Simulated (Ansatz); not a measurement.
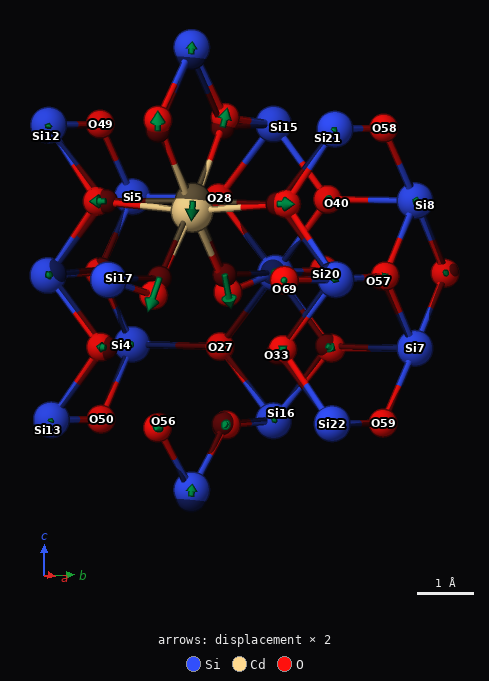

This is a relaxation of a defect cell of composition Si$_{22}$CdO$_{48}$. The starting structure is drawn faded, the final one solid; green arrows show the displacements, 2 times their true length.

The picture is a ball-and-stick view of the atoms within 4.2 Å of the atom that moves most (axes of the cell of the calculation (origin shifted)), seen from a free direction.

Computed with Ansatz, DFT, PBEsol, PAW, plane waves. (plane-wave cutoff 420 eV; k-point mesh 1 × 1 × 1; mesh shifted by (0.25, 0.25, 0.25); no spin polarisation; atoms relaxed in a fixed cell; force threshold 0.03 eV/Å; at most 80 steps)

What happened in the run?

The largest move is that of an O atom, 0.37 Å roughly along [−1 1 −3]. By element the largest moves are O 0.37 Å, Cd 0.19 Å, Si 0.12 Å. The cell stays as it was. Near-neighbour distances that change, for instance: Cd–O 1.752 → 2.076 Å, Cd–O 1.786 → 2.013 Å, Cd–O 1.816 → 2.013 Å, Cd–O 1.796 → 1.990 Å. Among the angles between lasting bonds that change: O–Cd–O 84.0° → 72.0°, Si–O–Cd 132.4° → 120.8°, Si–O–Cd 132.3° → 122.7°. After 6 geometry steps the energy has fallen by 5.904 eV per cell of the calculation. Largest force component: 6.8 eV/Å at the start, 0.028 eV/Å at the end. Cost: 49 s on 7 threads of Arm Neoverse-V2, peak memory 1.4 GiB.

Limits of the set-up: the periodic images lie only 8.0 Å apart, so the values are limited by the cell's size.
